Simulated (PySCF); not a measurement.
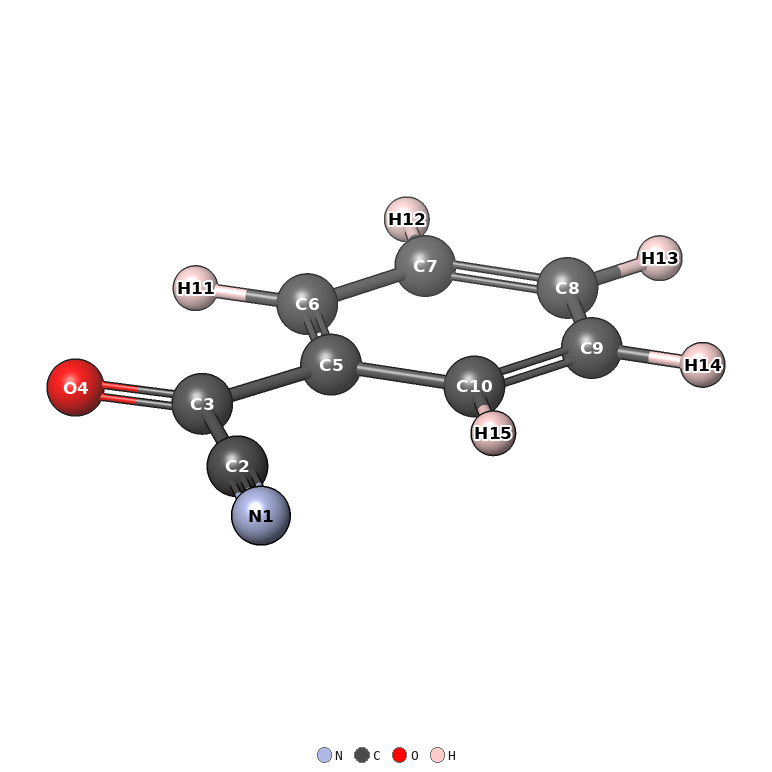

Depth is shown by fading: the farther an atom, the more it takes the colour of the background. Computed geometry: GFN2-xTB optimisation. No frequency run is at hand to confirm it as a minimum.

What is the conformation of the ring C5–C6–C7–C8–C9–C10?

Answer. It is planar. The Cremer–Pople amplitude Q is 0.00 Å.

Give the torsion angles round the ring, beginning with the bond from its second to its third atom.

Answer. 0°, 0°, 0°, 0°, 0°, 0°.
